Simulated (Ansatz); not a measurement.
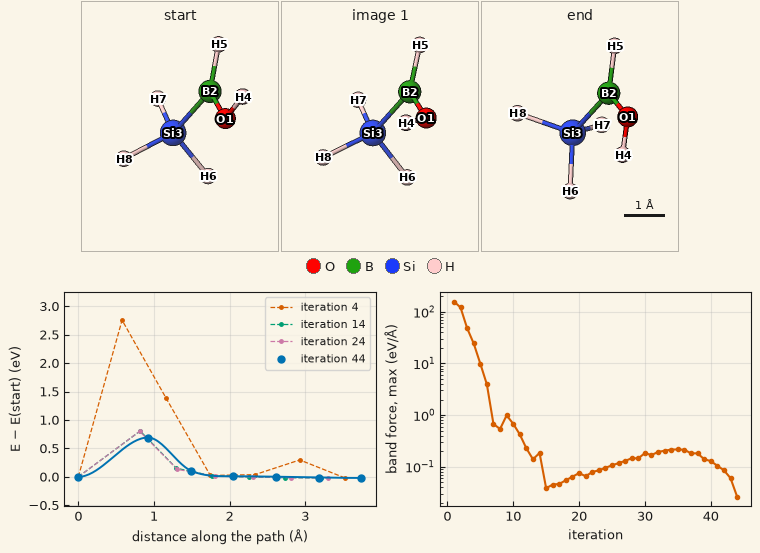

A search for the minimum-energy path of BSiH₅O by the nudged elastic band. Images are numbered from 0 (start) to 6 (end). The plot follows the band through its iterations. A ball-and-stick model, seen from a free direction.

The calculation used Ansatz, RKS PBE0-D4/cc-pVDZ. Settings: 5 movable images; climbing image; force threshold 0.03 eV/Å; iteration limit 60; starting path through a guess of the saddle point.

Did the band converge, and can the barrier be trusted?

The run is converged, with reservations. The band converged in 44 iterations. The largest component of the band force went from 160 to 0.026 eV/Å. The climbing image converged on the top of the path. Its vibrational analysis gives 2 imaginary modes over 30i cm⁻¹, so it isn't confirmed as a transition state. The first iteration put the highest image at 24.44 eV. The energy climbs by 0.69 eV to image 1 and then falls by 0.71 eV, so the end point sits at −0.02 eV.
